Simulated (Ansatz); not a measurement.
Geometry relaxation of Mg$_{8}$O$_{9}$ (part 3 of 3)

Continued. System: Mg$_{8}$O$_{9}$ (defect cell, 17 atoms in the cell). Method: DFT LDA, scalar-relativistic, plane waves, PAW, PAW set soft_1, spin-polarised (Ansatz 0.2.0); cutoff 420 eV, 2×2×2 k-mesh, Gaussian smearing of 0.02 eV, collinear spins. The structure derives from an entry of the Crystallography Open Database. It belongs to a series of runs on one base structure; here: end point B relaxed.

Geometry of the input (Å; fractional positions):
```
0.0000  4.2100  4.2100
4.2100  0.0000  4.2100
4.2100  4.2100  0.0000
Mg 0.0000  0.0000  0.0000
O  0.2500  0.2500  0.2500
Mg 0.0000  -0.0000  0.5000
O  0.2500  0.2500  0.7500
Mg 0.0000  0.5000  -0.0000
O  0.2500  0.7500  0.2500
Mg 0.0000  0.5000  0.5000
O  0.2500  0.7500  0.7500
Mg 0.5000  0.0000  -0.0000
O  0.7500  0.2500  0.2500
Mg 0.5000  0.0000  0.5000
O  0.7500  0.2500  0.7500
Mg 0.5000  0.5000  -0.0000
O  0.7500  0.7500  0.2500
Mg 0.5000  0.5000  0.5000
O  0.7500  0.7500  0.7500
O  1.1306  1.1168  0.6441
```

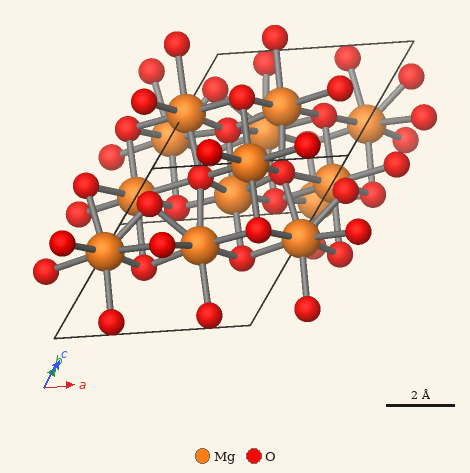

Fig. 1: The geometry at step 4 of the log (ball-and-stick view of the cell of the calculation, seen at an oblique angle; bonded neighbours outside the cell are drawn too).

### Log, continued
```
--- Per-component energies (eV) ---
  E_band       = -2294.400666
  E_kinetic    = 2123.321812
  E_local      = -13677.318810  (includes V_loc(G=0)·N_el)
  E_nonlocal   = 2053.259485
  E_hartree    = 4532.783637
  E_xc         = -867.663981
  E_vxc        = -1119.160744  (∫ρ·V_xc dr)
  E_paw        = -3599.323222  (= ΣΔE_a)
  E_vpaw       = -740.075704  (= ΣTr[D̂ρ^β])
  E_aug_tail   = 0.006066  (compensation charges beyond the density's cutoff)
  E_ewald      = -10794.742291
  E_core_change = 2.076128  (= ΣΔE_core)
  E_smearing   = -0.000000  (= −TS)
  E_closure    = 0.000000  (closes the sum)
  Σ components = -20227.601176   (vs F -20227.601176, Δ=0.00e0)
--- Forces (eV/Å), atoms counted from 1 ---
  atom   1  Mg    -0.00428071    -0.00353417     0.00378252
  atom   2  O     -0.01136424    -0.01169257     0.01222084
  atom   3  Mg    -0.00195081    -0.00254314     0.00266733
  atom   4  O      0.00325474     0.00532939     0.00056416
  atom   5  Mg     0.00118440     0.00735667    -0.00196679
  atom   6  O      0.00308791    -0.00643882    -0.00288144
  atom   7  Mg    -0.00371559    -0.00215554     0.00202046
  atom   8  O      0.00239736     0.00470925    -0.00199808
  atom   9  Mg     0.00782251     0.00264179    -0.00240339
  atom  10  O     -0.00658191     0.00231473    -0.00217887
  atom  11  Mg    -0.00093669    -0.00421810     0.00148566
  atom  12  O      0.00192016     0.00422246    -0.00130955
  atom  13  Mg     0.00155377     0.00250744    -0.00764317
  atom  14  O      0.00205280     0.00188228     0.00737269
  atom  15  Mg    -0.00150152    -0.00164024     0.00114808
  atom  16  O     -0.00267051    -0.00154624     0.00378828
  atom  17  O      0.00977160     0.00284622    -0.01467395
  max |Σ_I F_I| component: 4.33e-5 eV/Å
--- Relaxed structure (7 steps of the walk, 7 accepted, 0 SCFs on fresh bases) ---
  F+E_penalty+E_count = -20227.60117584 eV   max|allowed force component| = 1.467e-2 eV/Å
  atoms:
    - { symbol: Mg, position: [-0.025440077890194035, -0.026150886450369032, 0.07822099645589839] }
    - { symbol: O, position: [0.25963955321862964, 0.2588630082513431, 0.2230661921916604] }
    - { symbol: Mg, position: [0.004073841723259374, 0.003199036235983787, 0.5027099621687328] }
    - { symbol: O, position: [0.2818871527719321, 0.28126487635435626, 0.7376672854864136] }
    - { symbol: Mg, position: [0.00906744074130153, 0.5003525007797295, -0.009291525779031778] }
    - { symbol: O, position: [0.25568463506681893, 0.7504917648939406, 0.24378163188478563] }
    - { symbol: Mg, position: [0.004038471116364711, 0.4905949578100093, 0.5026770799209185] }
    - { symbol: O, position: [0.2818466108645968, 0.6997260205673339, 0.7376339979274795] }
    - { symbol: Mg, position: [0.5010926748650512, 0.008395891947867273, -0.009401048846875093] }
    - { symbol: O, position: [0.7512479372589376, 0.2548944232792411, 0.2438306595162979] }
    - { symbol: Mg, position: [0.49157671326729224, 0.0031825918350783244, 0.5025259214958624] }
    - { symbol: O, position: [0.7006828976648982, 0.2810503690652762, 0.7376457627682893] }
    - { symbol: Mg, position: [0.5010749669394902, 0.5003727287462164, -0.009405583223191183] }
    - { symbol: O, position: [0.7512585273264887, 0.7504834634600475, 0.24383911259017488] }
    - { symbol: Mg, position: [0.5121654953582921, 0.5113276832627698, 0.46565852776514427] }
    - { symbol: O, position: [0.7535776443250285, 0.7528736585509207, 0.7411141255285035] }
    - { symbol: O, position: [1.097102295381812, 1.0958930114102552, 0.7117916721489375] }
```

### Trajectory as extended XYZ (Å, eV, eV/Å), 7 frames, from step=1 to step=7
```
17
Lattice="0.0000 4.2100 4.2100 4.2100 0.0000 4.2100 4.2100 4.2100 0.0000" Properties=species:S:1:pos:R:3:forces:R:3 step=1 energy=-20224.04145
Mg    0.0000    0.0000    0.0000    2.2780   1.9259  -2.4286
O     2.1050    2.1050    2.1050   -3.4826  -3.8421   3.3531
Mg    2.1050    2.1050    0.0000   -0.7033  -0.8989  -0.4570
O     4.2100    4.2100    2.1050    3.7134   3.5889   4.2157
Mg    2.1050    0.0000    2.1050    0.1499   0.2246  -0.1067
O     4.2100    2.1050    4.2100   -0.0058   0.0082   0.0034
Mg    4.2100    2.1050    2.1050    0.6316  -1.2085   0.9208
O     6.3150    4.2100    4.2100   -3.9365   3.2515  -3.4136
Mg    0.0000    2.1050    2.1050    0.2382   0.1163   0.0676
O     2.1050    4.2100    4.2100    0.0086  -0.0091   0.0025
Mg    2.1050    4.2100    2.1050   -1.7366   1.0091   1.6435
O     4.2100    6.3150    4.2100    3.0622  -3.9866  -3.1057
Mg    2.1050    2.1050    4.2100   -0.0758   0.0637  -0.2417
O     4.2100    4.2100    6.3150   -0.0038  -0.0080  -0.0111
Mg    4.2100    4.2100    4.2100   -0.1157   0.0425   0.1619
O     6.3150    6.3150    6.3150    0.0027  -0.0004  -0.0042
O     7.4133    7.4712    9.4615   -0.0243  -0.2766  -0.6003
17
Lattice="0.0000 4.2100 4.2100 4.2100 0.0000 4.2100 4.2100 4.2100 0.0000" Properties=species:S:1:pos:R:3:forces:R:3 step=2 energy=-20226.43885
Mg    0.0271    0.0185   -0.0301    1.6134   1.4176  -1.6722
O     2.0242    2.0171    2.1829   -1.3399  -1.5405   1.2951
Mg    2.1080    2.1036    0.0112   -0.4576  -0.5663  -0.2839
O     4.2797    4.2822    2.1789    1.7105   1.6028   2.1362
Mg    2.1269   -0.0219    2.0848   -0.3210   0.4675   0.2986
O     4.2169    2.1061    4.2039   -0.0845  -0.0027   0.0632
Mg    4.1998    2.0995    2.1045    0.4244  -0.7582   0.6163
O     6.2415    4.2803    4.1424   -1.9434   1.3997  -1.5332
Mg   -0.0196    2.1270    2.0878    0.4689  -0.3815   0.3698
O     2.1089    4.2156    4.2083   -0.0429  -0.1077   0.0193
Mg    2.0903    4.2046    2.1181   -1.1406   0.7241   1.1085
O     4.2786    6.2334    4.1419    1.2212  -1.8431  -1.2516
Mg    2.1223    2.1252    4.2287   -0.3858  -0.3747  -0.4669
O     4.2116    4.2147    6.3105   -0.0272  -0.0952   0.0506
Mg    4.1884    4.1890    4.2329    0.2742   0.3418  -0.2819
O     6.3043    6.3058    6.3259    0.0952   0.0914  -0.0960
O     7.4244    7.4905    9.4490   -0.0649  -0.3748  -0.3720
17
Lattice="0.0000 4.2100 4.2100 4.2100 0.0000 4.2100 4.2100 4.2100 0.0000" Properties=species:S:1:pos:R:3:forces:R:3 step=3 energy=-20227.43068
Mg    0.1453    0.1324   -0.1444    0.1621   0.3175  -0.1716
O     2.0029    1.9850    2.2094    0.0146   0.1154  -0.0082
Mg    2.0955    2.0844    0.0265    0.1940   0.3111  -0.0319
O     4.3133    4.3176    2.2819    0.3045   0.1844   0.8271
Mg    2.0966   -0.0060    2.1131   -0.1674  -0.1097   0.2210
O     4.2102    2.1053    4.2114   -0.0200  -0.0700   0.0190
Mg    4.1805    2.0874    2.1142    0.0718   0.2616  -0.1774
O     6.1417    4.3174    4.1138   -0.8685   0.2181  -0.3764
Mg    0.0019    2.0918    2.1246   -0.1195  -0.1812   0.0883
O     2.1080    4.2007    4.2134   -0.0783  -0.0301   0.0174
Mg    2.0703    4.1901    2.1427    0.2444   0.1394  -0.2801
O     4.2914    6.1432    4.1359    0.2251  -0.6054  -0.2673
Mg    2.0882    2.0946    4.2109   -0.0810  -0.2267   0.1253
O     4.2082    4.2005    6.3139   -0.0242  -0.0363   0.0788
Mg    4.1654    4.1658    4.2547    0.1593   0.0378  -0.1057
O     6.3042    6.3057    6.3292   -0.0449  -0.0550   0.0490
O     7.5096    7.5754    9.3304    0.0283  -0.2704  -0.0069
17
Lattice="0.0000 4.2100 4.2100 4.2100 0.0000 4.2100 4.2100 4.2100 0.0000" Properties=species:S:1:pos:R:3:forces:R:3 step=4 energy=-20227.53473
Mg    0.2349    0.2331   -0.2324    0.4548   0.4409  -0.4307
O     2.0295    2.0287    2.1844    0.1575   0.1663  -0.1627
Mg    2.1516    2.1588    0.0258   -0.2562  -0.2970   0.0772
O     4.2852    4.2863    2.4011   -0.1254  -0.1688  -0.2384
Mg    2.0533   -0.0051    2.1626    0.2570   0.1081  -0.2957
O     4.1909    2.0864    4.2328   -0.0847   0.2907   0.0859
Mg    4.1856    2.1627    2.0563   -0.0774  -0.2867   0.2626
O     6.0181    4.2908    4.1354    0.2286  -0.1773   0.1308
Mg   -0.0053    2.0447    2.1620    0.1009   0.3126  -0.2100
O     2.0863    4.1924    4.2274    0.3123  -0.1108   0.1363
Mg    2.1459    4.1895    2.0652   -0.2240  -0.0849   0.2417
O     4.2761    6.0328    4.1485   -0.0438   0.1453   0.0428
Mg    2.0537    2.0453    4.2190    0.2033   0.3419  -0.1038
O     4.1949    4.1911    6.3364   -0.1286  -0.1038  -0.3041
Mg    4.0929    4.0907    4.3318   -0.1510  -0.0229   0.0990
O     6.3053    6.3059    6.3280   -0.0882  -0.0685   0.0881
O     7.6346    7.6570    9.1972   -0.5347  -0.4844   0.5805
17
Lattice="0.0000 4.2100 4.2100 4.2100 0.0000 4.2100 4.2100 4.2100 0.0000" Properties=species:S:1:pos:R:3:forces:R:3 step=5 energy=-20227.59692
Mg    0.2272    0.2306   -0.2256   -0.1948  -0.1930   0.2016
O     2.0293    2.0328    2.1828    0.0152   0.0155  -0.0153
Mg    2.1285    2.1320    0.0323    0.0645   0.0685   0.0110
O     4.2927    4.2955    2.3759   -0.0818  -0.0839  -0.0746
Mg    2.0668   -0.0021    2.1456   -0.0156   0.0170   0.0145
O     4.1858    2.1000    4.2360   -0.0054   0.0903   0.0078
Mg    4.1802    2.1325    2.0830   -0.0117   0.0685  -0.0657
O     6.0453    4.2959    4.1297    0.0792  -0.0813   0.0778
Mg   -0.0055    2.0689    2.1462    0.0190  -0.0053   0.0053
O     2.0963    4.1889    4.2370    0.0959  -0.0039   0.0005
Mg    2.1283    4.1832    2.0836    0.0691  -0.0125  -0.0701
O     4.2927    6.0496    4.1300   -0.0831   0.0772   0.0817
Mg    2.0667    2.0695    4.2176   -0.0108  -0.0103  -0.0170
O     4.1854    4.1894    6.3256   -0.0033  -0.0092  -0.0958
Mg    4.1093    4.1134    4.3124    0.0253   0.0186  -0.0243
O     6.2906    6.2926    6.3423   -0.0201  -0.0129   0.0175
O     7.6138    7.6184    9.2272    0.0590   0.0565  -0.0553
17
Lattice="0.0000 4.2100 4.2100 4.2100 0.0000 4.2100 4.2100 4.2100 0.0000" Properties=species:S:1:pos:R:3:forces:R:3 step=6 energy=-20227.60103
Mg    0.2195    0.2225   -0.2173    0.0061   0.0074  -0.0072
O     2.0274    2.0304    2.1845    0.0205   0.0214  -0.0195
Mg    2.1296    2.1333    0.0316   -0.0013  -0.0019  -0.0098
O     4.2902    4.2923    2.3693   -0.0002   0.0057   0.0248
Mg    2.0671   -0.0009    2.1450    0.0108  -0.0101  -0.0121
O     4.1861    2.1026    4.2358   -0.0004   0.0072   0.0009
Mg    4.1807    2.1331    2.0825    0.0078  -0.0013   0.0028
O     6.0529    4.2917    4.1319   -0.0228   0.0076   0.0017
Mg   -0.0039    2.0697    2.1455   -0.0111   0.0095  -0.0128
O     2.0996    4.1896    4.2354    0.0069  -0.0025   0.0027
Mg    2.1287    4.1843    2.0832   -0.0006   0.0079   0.0028
O     4.2883    6.0573    4.1332    0.0047  -0.0228  -0.0010
Mg    2.0663    2.0694    4.2158    0.0124   0.0104   0.0105
O     4.1866    4.1898    6.3226   -0.0025  -0.0029  -0.0081
Mg    4.1142    4.1176    4.3079   -0.0106  -0.0086   0.0078
O     6.2889    6.2917    6.3429    0.0038   0.0051  -0.0038
O     7.6110    7.6168    9.2318   -0.0233  -0.0315   0.0195
17
Lattice="0.0000 4.2100 4.2100 4.2100 0.0000 4.2100 4.2100 4.2100 0.0000" Properties=species:S:1:pos:R:3:forces:R:3 step=7 energy=-20227.60118
Mg    0.2192    0.2222   -0.2172   -0.0043  -0.0035   0.0038
O     2.0289    2.0322    2.1829   -0.0114  -0.0117   0.0122
Mg    2.1299    2.1336    0.0306   -0.0020  -0.0025   0.0027
O     4.2897    4.2923    2.3709    0.0033   0.0053   0.0006
Mg    2.0674   -0.0009    2.1447    0.0012   0.0074  -0.0020
O     4.1859    2.1028    4.2360    0.0031  -0.0064  -0.0029
Mg    4.1817    2.1333    2.0824   -0.0037  -0.0022   0.0020
O     6.0513    4.2920    4.1324    0.0024   0.0047  -0.0020
Mg   -0.0042    2.0700    2.1449    0.0078   0.0026  -0.0024
O     2.0996    4.1893    4.2359   -0.0066   0.0023  -0.0022
Mg    2.1290    4.1852    2.0829   -0.0009  -0.0042   0.0015
O     4.2887    6.0554    4.1331    0.0019   0.0042  -0.0013
Mg    2.0670    2.0699    4.2161    0.0016   0.0025  -0.0076
O     4.1861    4.1894    6.3223    0.0021   0.0019   0.0074
Mg    4.1131    4.1166    4.3089   -0.0015  -0.0016   0.0011
O     6.2897    6.2927    6.3422   -0.0027  -0.0015   0.0038
O     7.6104    7.6154    9.2325    0.0098   0.0028  -0.0147
```

### Key numbers

```csv
quantity,value
outcome,converged
electrons treated,134
free energy,−20227.6012 eV
Fermi energy,10.094 eV
net moment of the cell,2.00 μB
integrated absolute moment,2.10 μB
final volume,149.24 Å³
largest force (length of the vector) at the end,0.020 eV/Å
hardware,"2 threads of Arm Neoverse V1, 24 GiB of memory available, shared host"
wall time,30 s (CPU time 59 s)
peak memory,0.47 GiB
```

### Notes

Warnings of the run: the PAW datasets were made with another functional. The k-point mesh is coarse for a cell of this size, so the results may not be converged.
